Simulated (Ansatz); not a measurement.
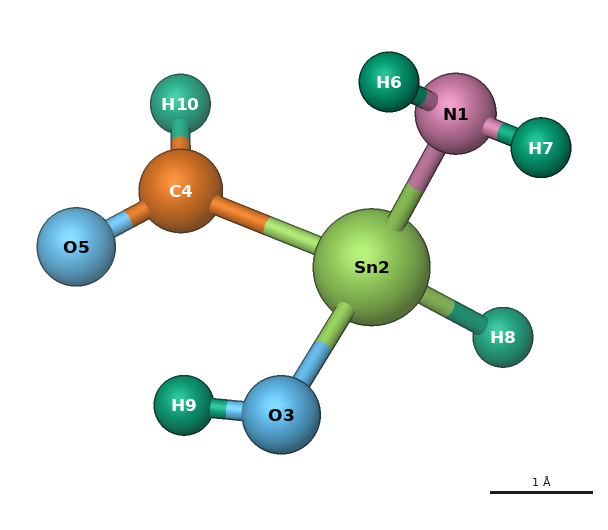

The computed structure is the end point of a PBE-D4/def2-SVP optimisation. No frequency run is at hand to confirm it as a minimum.

Which hydrogen bonds does the structure hold? Count O, N, F, S and Cl donors.

| D–H···A | D–H (Å) | H···A (Å) | angle (°) | kind |
| --- | --- | --- | --- | --- |
| O3–H9···O5 | 0.98 | 2.45 | 128 | intramolecular |
